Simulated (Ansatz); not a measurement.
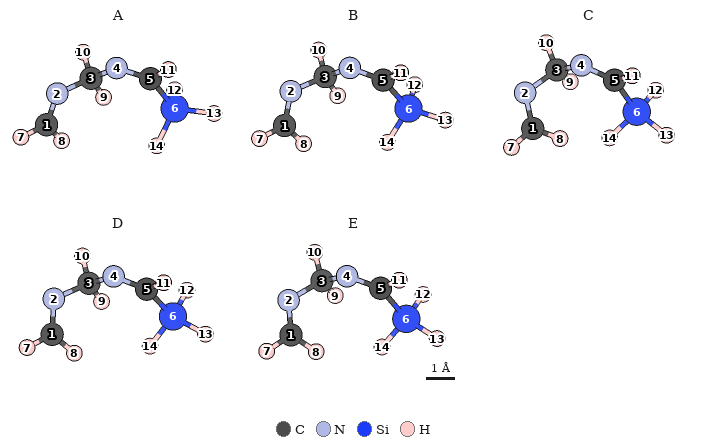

5 geometries from one relaxation of C$_{3}$H$_{8}$N$_{2}$Si, in shuffled order. The picture is a ball-and-stick view, seen face on.

The run prepares an end point of a later path (torsion) calculation, from a guessed geometry.

Computed with Ansatz 0.2.0, RKS B3LYP-D4/cc-pVDZ. Settings: no spin polarisation; force threshold 0.015 eV/Å; at most 40 steps.

Question: Order the frames from highest to lowest energy.

Answer: C, E, D, B, A. They are steps 0, 3, 7, 10, 24, at +14.5 kcal/mol, +3.78 kcal/mol, +1.76 kcal/mol, +0.62 kcal/mol relative to the last. Over 20 accepted moves (24 points after the start) the energy falls by 14.5 kcal/mol. Largest force component: 5.2 eV/Å at the start, 0.015 eV/Å at the end. The line search rejected the trial steps at points 13, 15, 18, 21 of the run. The largest move after the best rigid fit is that of H8, 1.29 Å. By element the largest moves are H 1.29 Å, C 0.63 Å, N 0.31 Å, Si 0.31 Å. Among the contacts that change: C3–N4 1.352 → 1.453 Å, C1–H8 1.062 → 1.109 Å, C1–N2 1.315 → 1.268 Å, C5–Si6 1.885 → 1.929 Å. Among the angles between lasting bonds that change: H9–C3–H10 100.0° → 107.8°, N4–C3–H10 112.8° → 106.6°, C3–N4–C5 124.6° → 118.6°. Groups turn about N2–C3 by about 45°, C5–Si6 by about 20°. The run took 73 s on 2 threads of Intel(R) Xeon(R) 6975P-C (Granite Rapids), with other jobs on the host, peak memory 0.34 GiB.
